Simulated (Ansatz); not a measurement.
## Ti₆HO₁₂F: geometry relaxation (part 3 of 4)

The same run, continued: Ti₆HO₁₂F (slab, 20 atoms in the cell); DFT r2SCAN-D3(BJ), scalar-relativistic, plane waves, PAW, PAW set soft_1, no spin polarisation (Ansatz 0.2.0); cutoff 500 eV, 2×2×1 k-mesh, Gaussian smearing of 0.05 eV. The structure derives from an entry of the Crystallography Open Database. The input holds or restrains some coordinates. Forces given for the steps count only the free coordinates. It belongs to a series of runs on one base structure; here: end point B relaxed.

Geometry of the input (Å; fractional positions):
```
5.4621  0.0000  0.0000
1.6013  5.2221  0.0000
0.0000  0.0000  18.7065
Ti 0.0000  0.0000  0.0535
Ti 0.3867  0.3867  0.1119
O  0.1667  0.1667  0.1247
O  0.0817  0.6916  0.1119
O  0.6066  0.6066  0.0991
O  0.6916  0.0817  0.1119
Ti 0.7733  0.7733  0.1703
Ti 0.1600  0.1600  0.2288
O  0.9400  0.9400  0.2416
O  0.8550  0.4649  0.2288
O  0.3799  0.3799  0.2159
O  0.4649  0.8550  0.2288
Ti 0.5466  0.5466  0.2872
Ti 0.9333  0.9333  0.3457
O  0.7133  0.7133  0.3585
O  0.6283  0.2382  0.3457
O  0.1532  0.1532  0.3328
O  0.2382  0.6283  0.3457
F  0.9049  0.1082  0.4542
H  1.3682  -0.1684  0.3500
```

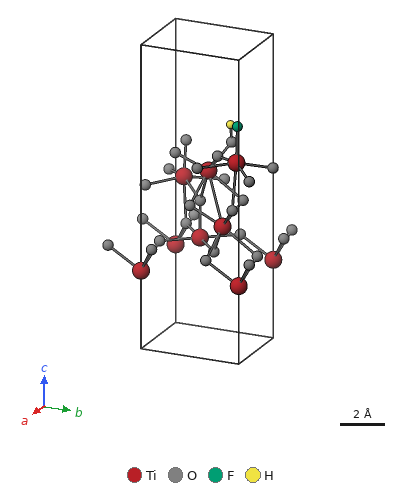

Fig. 1: The geometry at step 10 of the log (ball-and-stick view of the cell of the calculation, with the vacuum cut short, seen slightly off an axis; bonded neighbours outside the cell are drawn too).

### Trajectory as extended XYZ, continued
```
20
Lattice="5.4621 0.0000 0.0000 1.6013 5.2221 0.0000 0.0000 0.0000 18.7065" Properties=species:S:1:pos:R:3:forces:R:3 step=4 energy=-22695.25739
Ti    0.0000    0.0000    1.0000   -0.8089  -0.6408   9.3639
Ti    2.7310    2.0191    2.0932    2.6110   2.0198   3.3883
O     1.1774    0.8705    2.3336   -2.2037  -1.6094  -5.1552
O     1.5536    3.6117    2.0932    0.2676   2.0713  -3.9512
O     4.2847    3.1678    1.8529   -1.5140  -1.1512  -1.0226
O     3.9085    0.4266    2.0932    2.0195  -0.3235  -3.9275
Ti    5.3557    3.9764    3.3360   -0.1112   0.2218  -0.1109
Ti    1.0793    0.8029    4.4743   -0.1345  -0.6052   0.4209
O     6.5815    4.8993    4.4543    0.4268   0.1107  -0.2344
O     5.4302    2.4029    4.2431   -0.1048  -0.0854   0.1459
O     2.7082    2.0141    3.8393    0.0534   0.0772   0.3301
O     3.8749    4.4719    4.2281   -0.1229   0.1459   0.0320
Ti    3.9366    2.7867    5.5382   -0.2226   0.3568   0.4485
Ti    6.4433    4.9422    6.6439   -0.0659  -0.0766  -0.0906
O     5.0520    3.7754    6.5913   -0.0938  -0.6268  -0.1174
O     3.8555    1.2312    6.3252   -0.2870   0.3193  -0.3396
O     1.0782    0.8191    6.1775   -0.0654   0.4284  -0.1778
O     2.4492    3.5995    6.5664    0.0791  -0.6104  -0.3174
F     5.0574    0.1589    8.3330    0.0963  -0.3079   0.6855
H     6.9775   -1.0151    6.9164    0.1814   0.2864   0.6237
20
Lattice="5.4621 0.0000 0.0000 1.6013 5.2221 0.0000 0.0000 0.0000 18.7065" Properties=species:S:1:pos:R:3:forces:R:3 step=5 energy=-22695.42017
Ti    0.0000    0.0000    1.0000   -0.7780  -0.6869   9.5467
Ti    2.7310    2.0191    2.0932    2.4760   2.0194   3.9519
O     1.1774    0.8705    2.3336   -2.2398  -1.6249  -5.0674
O     1.5536    3.6117    2.0932    0.1693   2.1559  -3.9522
O     4.2847    3.1678    1.8529   -1.4306  -1.0550  -0.9236
O     3.9085    0.4266    2.0932    2.0111  -0.3730  -3.8679
Ti    5.3359    3.9829    3.3554   -0.1119  -0.3106  -0.0326
Ti    1.0601    0.7786    4.5170    0.0262   0.1109  -0.2229
O     6.6072    4.8885    4.4446   -0.0660  -0.1840   0.1437
O     5.4041    2.3959    4.2677   -0.0406   0.2532  -0.1353
O     2.7032    2.0259    3.8511   -0.0372  -0.0123  -0.0664
O     3.8631    4.4883    4.2583    0.2019  -0.0756   0.0483
Ti    3.9152    2.7905    5.5929   -0.3094   0.0079  -0.7901
Ti    6.4074    4.9088    6.6862    0.2164   0.6951   0.1250
O     5.0670    3.6938    6.6114    0.4553   0.1406   0.4495
O     3.8121    1.2198    6.3226    0.1015  -0.8679   0.2507
O     1.0352    0.8609    6.2089   -0.3018  -0.0598   0.3972
O     2.4504    3.5750    6.6049    0.8963   1.0989   0.9699
F     5.0391    0.0021    8.4331   -0.0700  -0.2593  -0.2678
H     6.9715   -1.0581    7.1063   -1.1686  -0.9732  -0.5546
20
Lattice="5.4621 0.0000 0.0000 1.6013 5.2221 0.0000 0.0000 0.0000 18.7065" Properties=species:S:1:pos:R:3:forces:R:3 step=6 energy=-22695.54138
Ti    0.0000    0.0000    1.0000   -0.7998  -0.6861   9.5280
Ti    2.7310    2.0191    2.0932    2.3938   1.9452   3.9830
O     1.1774    0.8705    2.3336   -2.2304  -1.6555  -4.9920
O     1.5536    3.6117    2.0932    0.1876   2.1156  -3.9608
O     4.2847    3.1678    1.8529   -1.4359  -1.0454  -0.8864
O     3.9085    0.4266    2.0932    1.9939  -0.3936  -3.8029
Ti    5.3296    3.9644    3.3537   -0.0563  -0.2159   0.0057
Ti    1.0494    0.7615    4.5250   -0.0168  -0.0220  -0.1468
O     6.6175    4.8435    4.4510    0.0770  -0.0827   0.0521
O     5.3940    2.3802    4.2656   -0.0291   0.0894  -0.1359
O     2.6926    2.0208    3.8533   -0.0040   0.0160  -0.0105
O     3.8772    4.4819    4.2881    0.0779  -0.0677   0.0106
Ti    3.9025    2.7662    5.5922   -0.0806   0.1148  -0.2757
Ti    6.4150    4.8860    6.7035    0.0860   0.3624  -0.0721
O     5.0942    3.6330    6.6186    0.1456   0.0064   0.1599
O     3.8022    1.1648    6.2981    0.0004  -0.4106   0.1389
O     0.9892    0.8350    6.2248   -0.1323  -0.0555   0.2588
O     2.4633    3.5283    6.6828    0.7282   0.8392   0.7243
F     4.9735   -0.0520    8.4540    0.0209  -0.1456  -0.0349
H     6.9672   -1.1849    7.2609   -0.9241  -0.7085  -0.5434
20
Lattice="5.4621 0.0000 0.0000 1.6013 5.2221 0.0000 0.0000 0.0000 18.7065" Properties=species:S:1:pos:R:3:forces:R:3 step=7 energy=-22695.61166
Ti    0.0000    0.0000    1.0000   -0.8449  -0.6848   9.5733
Ti    2.7310    2.0191    2.0932    2.2905   1.8477   4.1483
O     1.1774    0.8705    2.3336   -2.2280  -1.7008  -4.9366
O     1.5536    3.6117    2.0932    0.1909   2.0923  -3.9996
O     4.2847    3.1678    1.8529   -1.4179  -1.0193  -0.8865
O     3.9085    0.4266    2.0932    1.9994  -0.4467  -3.7352
Ti    5.3221    3.9345    3.3566    0.0258  -0.2463  -0.0248
Ti    1.0366    0.7284    4.5377   -0.0022   0.0914  -0.2247
O     6.6440    4.7822    4.4495   -0.0487   0.0078   0.1195
O     5.3702    2.3457    4.2555   -0.0052   0.0764  -0.0628
O     2.6808    2.0211    3.8563   -0.0129  -0.0212  -0.0803
O     3.8880    4.4672    4.3127    0.0409  -0.0160   0.0152
Ti    3.8824    2.7555    5.6072   -0.0289   0.1597  -0.1657
Ti    6.3976    4.8730    6.7191    0.0869   0.2295  -0.0145
O     5.1076    3.5744    6.6206    0.0394   0.0348   0.0729
O     3.7693    1.1291    6.2835    0.0144  -0.3490   0.1798
O     0.9389    0.8098    6.2410   -0.0349   0.0060   0.2103
O     2.4620    3.5169    6.7476   -0.2916  -0.2005  -0.5531
F     4.9376   -0.1443    8.4874   -0.0096  -0.0142  -0.1476
H     6.8964   -1.2995    7.3999    0.2366   0.1527   0.5093
20
Lattice="5.4621 0.0000 0.0000 1.6013 5.2221 0.0000 0.0000 0.0000 18.7065" Properties=species:S:1:pos:R:3:forces:R:3 step=8 energy=-22695.63692
Ti    0.0000    0.0000    1.0000   -0.8830  -0.6624   9.5381
Ti    2.7310    2.0191    2.0932    2.2514   1.7697   4.1248
O     1.1774    0.8705    2.3336   -2.2132  -1.7071  -4.9138
O     1.5536    3.6117    2.0932    0.2121   2.0480  -4.0067
O     4.2847    3.1678    1.8529   -1.4094  -1.0124  -0.9027
O     3.9085    0.4266    2.0932    2.0024  -0.4542  -3.7231
Ti    5.3231    3.9130    3.3501    0.0367  -0.1035  -0.0859
Ti    1.0319    0.7171    4.5309    0.0229   0.0489  -0.0741
O     6.6549    4.7575    4.4478   -0.0320   0.0841   0.1326
O     5.3603    2.3291    4.2431    0.0213   0.0221   0.0075
O     2.6766    2.0192    3.8552   -0.0168  -0.0057  -0.0755
O     3.8974    4.4632    4.3157   -0.0067  -0.0011   0.0041
Ti    3.8739    2.7614    5.5998    0.0565   0.1109   0.0900
Ti    6.3963    4.8816    6.7044    0.0014   0.1030   0.0211
O     5.1115    3.5632    6.6104   -0.1208  -0.0569  -0.0330
O     3.7545    1.1170    6.2749    0.0156  -0.0830   0.1017
O     0.9211    0.8030    6.2432    0.0467   0.0447  -0.0064
O     2.4458    3.5031    6.7363    0.5606   0.2148   0.5116
F     4.9286   -0.1701    8.4780    0.0142   0.0122  -0.0795
H     6.8443   -1.4041    7.5041   -0.5603  -0.3715  -0.6347
20
Lattice="5.4621 0.0000 0.0000 1.6013 5.2221 0.0000 0.0000 0.0000 18.7065" Properties=species:S:1:pos:R:3:forces:R:3 step=9 energy=-22695.66567
Ti    0.0000    0.0000    1.0000   -0.9023  -0.6462   9.5293
Ti    2.7310    2.0191    2.0932    2.2553   1.7387   4.0346
O     1.1774    0.8705    2.3336   -2.2202  -1.7063  -4.9028
O     1.5536    3.6117    2.0932    0.2074   2.0473  -3.9781
O     4.2847    3.1678    1.8529   -1.3755  -0.9971  -0.8872
O     3.9085    0.4266    2.0932    2.0153  -0.4624  -3.7313
Ti    5.3255    3.9061    3.3484    0.0029   0.0545  -0.1277
Ti    1.0327    0.7215    4.5276    0.0421  -0.0431   0.0619
O     6.6480    4.7707    4.4558   -0.0076   0.0255   0.0840
O     5.3646    2.3312    4.2448   -0.0027  -0.0125   0.0357
O     2.6783    2.0200    3.8502   -0.0084  -0.0134   0.0240
O     3.8991    4.4631    4.3129   -0.0332  -0.0165   0.0243
Ti    3.8769    2.7648    5.6026    0.0774   0.1392   0.0450
Ti    6.3951    4.8892    6.7007    0.0510   0.1184  -0.0755
O     5.1043    3.5681    6.6135   -0.1591  -0.0609  -0.0179
O     3.7533    1.1187    6.2906    0.0001   0.0173   0.0842
O     0.9221    0.8112    6.2437    0.0260  -0.0618  -0.0771
O     2.4164    3.4759    6.7006    0.6215   0.2003   0.8956
F     4.9478   -0.1898    8.4760    0.0343  -0.0026  -0.0370
H     6.7420   -1.5591    7.5603   -0.6246  -0.3183  -0.9818
20
Lattice="5.4621 0.0000 0.0000 1.6013 5.2221 0.0000 0.0000 0.0000 18.7065" Properties=species:S:1:pos:R:3:forces:R:3 step=10 energy=-22695.70499
Ti    0.0000    0.0000    1.0000   -0.8888  -0.6299   9.5024
Ti    2.7310    2.0191    2.0932    2.2393   1.7097   4.0660
O     1.1774    0.8705    2.3336   -2.2227  -1.7019  -4.9015
O     1.5536    3.6117    2.0932    0.2141   2.0344  -3.9525
O     4.2847    3.1678    1.8529   -1.3574  -0.9913  -0.8806
O     3.9085    0.4266    2.0932    2.0134  -0.4585  -3.7336
Ti    5.3259    3.9072    3.3429    0.0245  -0.0108  -0.1114
Ti    1.0357    0.7178    4.5277    0.0239   0.0423  -0.0295
O     6.6417    4.7764    4.4613   -0.0005   0.0576   0.0744
O     5.3706    2.3366    4.2501   -0.0013  -0.0129   0.0371
O     2.6812    2.0153    3.8507   -0.0100  -0.0088  -0.0257
O     3.8973    4.4605    4.3067   -0.0583   0.0006   0.0415
Ti    3.8801    2.7775    5.6022    0.0697   0.1045   0.0035
Ti    6.3951    4.9023    6.6929    0.0368   0.0822  -0.0709
O     5.0855    3.5913    6.6206   -0.1119  -0.0551  -0.0024
O     3.7588    1.1380    6.3132    0.0400  -0.0103   0.0761
O     0.9351    0.7957    6.2421    0.0048  -0.0192  -0.0166
O     2.3831    3.4512    6.6628    0.5161   0.0584   1.0152
F     4.9838   -0.2108    8.4677    0.0239  -0.0038   0.0009
H     6.6258   -1.7138    7.5802   -0.5553  -0.1870  -1.0883
20
Lattice="5.4621 0.0000 0.0000 1.6013 5.2221 0.0000 0.0000 0.0000 18.7065" Properties=species:S:1:pos:R:3:forces:R:3 step=11 energy=-22695.75462
Ti    0.0000    0.0000    1.0000   -0.8808  -0.6227   9.4815
Ti    2.7310    2.0191    2.0932    2.2316   1.6920   4.0321
O     1.1774    0.8705    2.3336   -2.2416  -1.6959  -4.8981
O     1.5536    3.6117    2.0932    0.2047   2.0393  -3.9266
O     4.2847    3.1678    1.8529   -1.3167  -0.9787  -0.8506
O     3.9085    0.4266    2.0932    2.0190  -0.4600  -3.7438
Ti    5.3263    3.9115    3.3399    0.0363   0.0302  -0.1301
Ti    1.0364    0.7252    4.5268    0.0326   0.0031  -0.0074
O     6.6338    4.7924    4.4646   -0.0287   0.0731  -0.0104
O     5.3804    2.3494    4.2643   -0.0190  -0.0070   0.0192
O     2.6840    2.0123    3.8477   -0.0063  -0.0050  -0.0307
O     3.8920    4.4618    4.2994   -0.0268   0.0009   0.0251
Ti    3.8876    2.7973    5.6001    0.0095   0.0431   0.0093
Ti    6.3981    4.9128    6.6917   -0.0810   0.1689  -0.1727
O     5.0561    3.6237    6.6414   -0.0811  -0.0292  -0.0149
O     3.7777    1.1645    6.3278    0.0421  -0.0490   0.0492
O     0.9536    0.7713    6.2433    0.0017   0.0379   0.0003
O     2.3268    3.4188    6.6055    0.3075  -0.0340   0.5047
F     4.9865   -0.1904    8.4598    0.0801  -0.0661   0.1180
H     6.4982   -1.8603    7.5328   -0.2815  -0.1399  -0.4569
20
Lattice="5.4621 0.0000 0.0000 1.6013 5.2221 0.0000 0.0000 0.0000 18.7065" Properties=species:S:1:pos:R:3:forces:R:3 step=12 energy=-22695.79870
Ti    0.0000    0.0000    1.0000   -0.8437  -0.6104   9.4375
Ti    2.7310    2.0191    2.0932    2.1987   1.6769   3.9675
O     1.1774    0.8705    2.3336   -2.2506  -1.6866  -4.9085
O     1.5536    3.6117    2.0932    0.2066   2.0447  -3.9191
O     4.2847    3.1678    1.8529   -1.2989  -0.9553  -0.8801
O     3.9085    0.4266    2.0932    2.0061  -0.4249  -3.7862
Ti    5.3246    3.9214    3.3259   -0.0688  -0.0001   0.0633
Ti    1.0371    0.7401    4.5245    0.0284  -0.0430  -0.0257
O     6.6203    4.8261    4.4539    0.0534  -0.0080   0.0738
O     5.3827    2.3648    4.2666    0.0333   0.0123   0.0085
O     2.6859    2.0122    3.8430   -0.0021  -0.0017   0.0323
O     3.8885    4.4684    4.2955   -0.0396  -0.0140   0.0303
Ti    3.8951    2.8111    5.6055   -0.0134   0.1487  -0.0370
Ti    6.4028    4.9305    6.6914    0.0645  -0.0564  -0.0513
O     5.0447    3.6414    6.6507    0.0955   0.0735  -0.0136
O     3.7934    1.1812    6.3495   -0.0481  -0.0436   0.0789
O     0.9569    0.7801    6.2434    0.0064  -0.0572  -0.0084
O     2.3172    3.3967    6.5949    0.1618  -0.0404   0.6043
F     5.0233   -0.2266    8.4615    0.0213  -0.0156   0.0445
H     6.3939   -2.0250    7.5334   -0.3105   0.0017  -0.7123
20
Lattice="5.4621 0.0000 0.0000 1.6013 5.2221 0.0000 0.0000 0.0000 18.7065" Properties=species:S:1:pos:R:3:forces:R:3 step=13 energy=-22695.83796
Ti    0.0000    0.0000    1.0000   -0.8450  -0.6251   9.4383
Ti    2.7310    2.0191    2.0932    2.1972   1.6842   4.0272
O     1.1774    0.8705    2.3336   -2.2458  -1.6846  -4.8804
O     1.5536    3.6117    2.0932    0.1835   2.0556  -3.8888
O     4.2847    3.1678    1.8529   -1.2616  -0.9268  -0.8079
O     3.9085    0.4266    2.0932    2.0032  -0.4382  -3.7626
Ti    5.3221    3.9254    3.3310    0.0862  -0.0720  -0.0410
Ti    1.0442    0.7387    4.5256   -0.0326   0.1006  -0.0075
O     6.6246    4.8304    4.4624   -0.0461   0.0293  -0.0326
O     5.3918    2.3714    4.2775   -0.0219   0.0808  -0.0333
O     2.6886    2.0117    3.8444    0.0149  -0.0260  -0.0529
O     3.8850    4.4673    4.2994    0.0172  -0.0385   0.0098
Ti    3.9053    2.8353    5.6123    0.0036  -0.1436   0.1569
Ti    6.4162    4.9438    6.6949    0.0195   0.0706   0.0667
O     5.0536    3.6680    6.6565   -0.0447  -0.0552  -0.0553
O     3.8050    1.2007    6.3743   -0.0196   0.1685  -0.0429
O     0.9747    0.7683    6.2455    0.0488   0.0693  -0.0268
O     2.3016    3.4062    6.5615    0.1955  -0.4887   0.9937
F     5.0473   -0.2437    8.4656    0.0083   0.0050   0.0329
H     6.2664   -2.1645    7.4849   -0.2598   0.2363  -1.0963
20
Lattice="5.4621 0.0000 0.0000 1.6013 5.2221 0.0000 0.0000 0.0000 18.7065" Properties=species:S:1:pos:R:3:forces:R:3 step=14 energy=-22695.89037
Ti    0.0000    0.0000    1.0000   -0.8496  -0.6154   9.4454
Ti    2.7310    2.0191    2.0932    2.2357   1.6788   3.9886
O     1.1774    0.8705    2.3336   -2.2608  -1.6801  -4.8854
O     1.5536    3.6117    2.0932    0.1907   2.0610  -3.8788
O     4.2847    3.1678    1.8529   -1.2634  -0.9288  -0.8407
O     3.9085    0.4266    2.0932    2.0270  -0.4350  -3.8142
Ti    5.3252    3.9280    3.3278   -0.0656   0.0437   0.0598
Ti    1.0439    0.7510    4.5235    0.0297  -0.0539  -0.0075
O     6.6162    4.8504    4.4589    0.0288   0.0287  -0.0006
O     5.3942    2.3830    4.2780    0.0397  -0.0558   0.0015
O     2.6962    2.0060    3.8417   -0.0234  -0.0067  -0.0343
O     3.8850    4.4665    4.2993   -0.0384   0.0290  -0.0065
Ti    3.9104    2.8328    5.6203   -0.0090   0.1146   0.0044
Ti    6.4221    4.9511    6.7038    0.0631  -0.0451   0.0433
O     5.0537    3.6726    6.6608    0.1142   0.1054   0.0061
O     3.8106    1.2124    6.3863   -0.0102  -0.1017   0.0591
O     0.9811    0.7830    6.2435   -0.0261  -0.0856   0.0304
O     2.2867    3.3827    6.5401   -0.0212  -0.3710   0.8441
F     5.0585   -0.2453    8.4741   -0.0121   0.0173  -0.0545
H     6.1505   -2.3049    7.4119   -0.1509   0.2992  -0.9557
20
Lattice="5.4621 0.0000 0.0000 1.6013 5.2221 0.0000 0.0000 0.0000 18.7065" Properties=species:S:1:pos:R:3:forces:R:3 step=15 energy=-22695.94556
Ti    0.0000    0.0000    1.0000   -0.8572  -0.6272   9.4786
Ti    2.7310    2.0191    2.0932    2.2356   1.6846   3.9892
O     1.1774    0.8705    2.3336   -2.2761  -1.6962  -4.8889
O     1.5536    3.6117    2.0932    0.1707   2.0876  -3.8779
O     4.2847    3.1678    1.8529   -1.2403  -0.9156  -0.8199
O     3.9085    0.4266    2.0932    2.0385  -0.4562  -3.8147
Ti    5.3233    3.9292    3.3329    0.0098  -0.0126   0.0168
Ti    1.0484    0.7482    4.5264   -0.0085   0.0153  -0.0222
O     6.6149    4.8581    4.4578   -0.0155   0.0226  -0.0507
O     5.4009    2.3822    4.2842   -0.0200   0.0435   0.0001
O     2.6951    2.0062    3.8401    0.0128  -0.0284  -0.0248
O     3.8803    4.4648    4.2982    0.0135  -0.0216   0.0093
Ti    3.9156    2.8383    5.6299   -0.0139   0.0416   0.1080
Ti    6.4303    4.9524    6.7086    0.0913  -0.0188   0.1420
O     5.0589    3.6877    6.6666   -0.0283  -0.0295  -0.0488
O     3.8192    1.2163    6.3976   -0.0340   0.0660  -0.0335
O     0.9941    0.7644    6.2478    0.0135  -0.0053   0.0134
O     2.2682    3.3731    6.5191   -0.0064  -0.4643   0.6070
F     5.0662   -0.2421    8.4764   -0.0166   0.0259  -0.0356
H     6.0306   -2.4225    7.3120   -0.0691   0.2881  -0.7449
```
